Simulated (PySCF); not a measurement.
# Cr⁺: dipole response in x2c-TZVPPall plus 1 even-tempered diffuse shell per l

How polarisable is Cr⁺ at the levels listed below?

The numbers are computed with PySCF 2.14.0 (unrestricted determinants in a Gaussian basis, no spin-orbit coupling in the energies), except any that are marked as measured or tabulated.

## Step 1: The system

* Element: chromium (Z = 24)
* Basis: x2c-TZVPPall with one added diffuse shell each of s, p, d, f type (7s6p5d3f1g, 80 functions)
* Hamiltonian: the spin-free X2C one-electron Hamiltonian (Gaussian nucleus)
* State 1: Cr⁺: [Ar] 3d4 4s1, high-spin 6D determinant (an excited configuration)
* Methods: UHF, PBE, PBE0

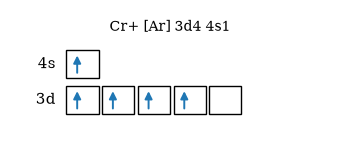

The shells outside the core, filled by Hund's rule for the drawing.

The runs were made by one driver on top of PySCF. The scripts below sum up each run's settings (the driver also hands on starting orbitals that pick excited configurations, and frozen orbitals as a list rather than a count), and the logs come from the driver's own runs. The driver starts from symmetry-adapted Hartree-Fock orbitals, holds the occupation by maximum overlap and uses a logarithmic radial grid for functionals, so a plain start would take other cycles.

The integrals over 80 functions and the set-up took 0.64 s of CPU time.

## Step 2: Cr⁺ [Ar] 3d4 4s1, method by method

#### UHF

input.py reads:

```python
from pyscf import gto, scf, dft, mp, cc
import basis_set_exchange as bse
mol = gto.M(atom="Cr 0 0 0", charge=1, spin=5, symmetry="D2h",
            basis=gto.basis.parse(bse.get_basis("x2c-TZVPPall", elements=["Cr"], fmt="nwchem", augment_diffuse=1)),
            nucmod="G")
mf = scf.UHF(mol).sfx2c1e()
mf.irrep_nelec = {'Ag': (5, 3), 'B1g': (1, 0), 'B2g': (1, 0), 'B3g': (1, 0), 'B1u': (2, 2), 'B2u': (2, 2), 'B3u': (2, 2)}
mf.kernel()
```

The log of the run:

```text
damping factor = 0
level_shift factor = 0
DIIS = <class 'pyscf.scf.diis.CDIIS'>
diis_start_cycle = 1
diis_space = 10
diis_damp = 0
SCF conv_tol = 1e-09
SCF conv_tol_grad = None
number electrons alpha = 14  beta = 9
cycle= 1 E= -1049.39517100168  delta_E= -0.00476  |g|= 0.0255  |ddm|= 0.0338
cycle= 2 E= -1049.39530485602  delta_E= -0.000134  |g|= 0.00509  |ddm|= 0.00648
cycle= 3 E= -1049.39531143872  delta_E= -6.58e-06  |g|= 0.000548  |ddm|= 0.00236
cycle= 4 E= -1049.39531154303  delta_E= -1.04e-07  |g|= 0.000237  |ddm|= 0.000484
cycle= 5 E= -1049.39531155948  delta_E= -1.64e-08  |g|= 2.4e-05  |ddm|= 0.000281
cycle= 6 E= -1049.39531156016  delta_E= -6.76e-10  |g|= 4.4e-06  |ddm|= 9.49e-05
converged SCF energy = -1049.39531156016  <S^2> = 8.7511202  2S+1 = 6.0003734
```

CPU time 10 s on a shared host, the integrals not counted.

The occupied shells:

```
shell  electrons  mean orbital energy (eV)  spread (eV)  rms radius (bohr)
 1s α          1                   -6055.2            0             0.0734
 1s β          1                   -6055.0            0             0.0734
 2s α          1                   -737.88            0              0.316
 2s β          1                   -735.27            0              0.316
 2p α          3                   -619.05        0.029              0.287
 2p β          3                   -616.52        0.755              0.287
 3s α          1                   -108.63            0              0.964
 3s β          1                   -100.04            0              0.964
 3p α          3                   -74.258        1.286               1.04
 3p β          3                   -64.038        1.934               1.04
 3d α          4                   -23.083        1.714               1.38
 4s α          1                   -14.377            0               3.19
```

⟨S²⟩ = 8.751, ⟨L²⟩ = 6.02.

The driver then solved the coupled dipole response at imaginary frequencies: mean α = 44.93 bohr³ (xx, yy, zz: 45.53, 45.53, 43.74), C₆ = 264.7 au for a like pair.

#### PBE

input.py differs from the last one in:

```diff
@@ -5,3 +5,3 @@
             nucmod="G")
-mf = scf.UHF(mol).sfx2c1e()
+mf = dft.UKS(mol, xc="PBE").sfx2c1e()
 mf.irrep_nelec = {'Ag': (5, 3), 'B1g': (1, 0), 'B2g': (1, 0), 'B3g': (1, 0), 'B1u': (2, 2), 'B2u': (2, 2), 'B3u': (2, 2)}
```

The log of the run:

```text
damping factor = 0
level_shift factor = 0
DIIS = <class 'pyscf.scf.diis.CDIIS'>
diis_start_cycle = 1
diis_space = 10
diis_damp = 0
SCF conv_tol = 1e-09
SCF conv_tol_grad = None
number electrons alpha = 14  beta = 9
XC functionals = PBE
    J. P. Perdew, K. Burke, and M. Ernzerhof.,  Phys. Rev. Lett. 77, 3865 (1996)
    J. P. Perdew, K. Burke, and M. Ernzerhof.,  Phys. Rev. Lett. 78, 1396 (1997)
    J. P. Perdew, K. Burke, and M. Ernzerhof.,  Phys. Rev. Lett. 77, 3865 (1996)
    J. P. Perdew, K. Burke, and M. Ernzerhof.,  Phys. Rev. Lett. 78, 1396 (1997)
cycle= 1 E= -1050.21505055688  delta_E= -0.0103  |g|= 0.0634  |ddm|= 0.287
cycle= 2 E= -1050.21441012483  delta_E= 0.00064  |g|= 0.0816  |ddm|= 0.115
cycle= 3 E= -1050.21609046421  delta_E= -0.00168  |g|= 0.00172  |ddm|= 0.0528
cycle= 4 E= -1050.21609099623  delta_E= -5.32e-07  |g|= 0.000129  |ddm|= 0.000882
cycle= 5 E= -1050.21609100001  delta_E= -3.77e-09  |g|= 7.37e-06  |ddm|= 9.82e-05
cycle= 6 E= -1050.21609100002  delta_E= -1.77e-11  |g|= 1.67e-06  |ddm|= 1.35e-05
converged SCF energy = -1050.21609100002  <S^2> = 8.7502108  2S+1 = 6.0000703
```

CPU time 16 s on a shared host, the integrals not counted.

The driver then solved the coupled dipole response at imaginary frequencies: mean α = 32.65 bohr³ (xx, yy, zz: 32.95, 32.95, 32.06), C₆ = 181.7 au for a like pair.

#### PBE0

input.py differs from the last one in:

```diff
@@ -5,3 +5,3 @@
             nucmod="G")
-mf = dft.UKS(mol, xc="PBE").sfx2c1e()
+mf = dft.UKS(mol, xc="PBE0").sfx2c1e()
 mf.irrep_nelec = {'Ag': (5, 3), 'B1g': (1, 0), 'B2g': (1, 0), 'B3g': (1, 0), 'B1u': (2, 2), 'B2u': (2, 2), 'B3u': (2, 2)}
```

The log of the run:

```text
damping factor = 0
level_shift factor = 0
DIIS = <class 'pyscf.scf.diis.CDIIS'>
diis_start_cycle = 1
diis_space = 10
diis_damp = 0
SCF conv_tol = 1e-09
SCF conv_tol_grad = None
number electrons alpha = 14  beta = 9
XC functionals = PBE0
    C. Adamo and V. Barone.,  J. Chem. Phys. 110, 6158 (1999)
    M. Ernzerhof and G. E. Scuseria.,  J. Chem. Phys. 110, 5029 (1999)
cycle= 1 E= -1050.24773429289  delta_E= -0.00694  |g|= 0.0263  |ddm|= 0.206
cycle= 2 E= -1050.2478104645  delta_E= -7.62e-05  |g|= 0.02  |ddm|= 0.067
cycle= 3 E= -1050.24790559899  delta_E= -9.51e-05  |g|= 0.00325  |ddm|= 0.0124
cycle= 4 E= -1050.24790815618  delta_E= -2.56e-06  |g|= 0.000201  |ddm|= 0.00522
cycle= 5 E= -1050.2479081745  delta_E= -1.83e-08  |g|= 8.53e-06  |ddm|= 0.000908
cycle= 6 E= -1050.24790817453  delta_E= -3.18e-11  |g|= 7.94e-07  |ddm|= 1.95e-05
converged SCF energy = -1050.24790817453  <S^2> = 8.750342  2S+1 = 6.000114
```

CPU time 26 s on a shared host, the integrals not counted.

The driver then solved the coupled dipole response at imaginary frequencies: mean α = 35.09 bohr³ (xx, yy, zz: 35.51, 35.51, 34.25), C₆ = 196.5 au for a like pair.

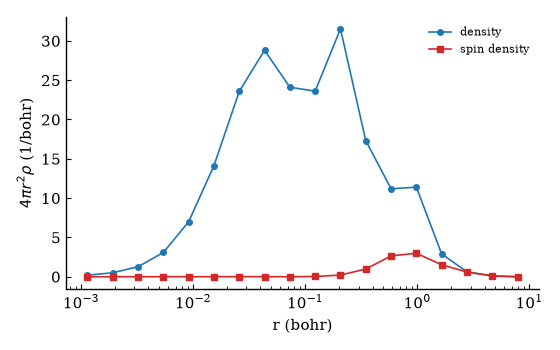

Radial density 4πr²ρ of Cr⁺ at UHF, at 18 stored radii joined by straight lines.

## Step 3: Polarisabilities and C₆

Cr⁺ [Ar] 3d4 4s1, in atomic units:

```
method  mean α  C₆ (like pair)  S(−4)
   UHF   44.93           264.7   1843
   PBE   32.65           181.7  843.9
  PBE0   35.09           196.5   1020
```

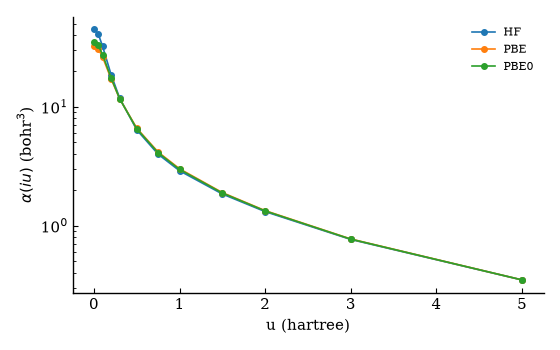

α(iu) of Cr⁺ [Ar] 3d4 4s1, the polarisability at imaginary frequency, on a logarithmic scale.

## Step 4: Outcome

| quantity | value |
| --- | --- |
| α of Cr⁺ [Ar] 3d4 4s1 | 32.65 (PBE) to 44.93 (UHF) bohr³ |

A single London oscillator with the computed α and C₆ of Cr⁺ [Ar] 3d4 4s1 at UHF would have ω = 4 C₆ / (3 α²) = 0.175 hartree. All values hold for this basis alone; no basis-set limit was taken.
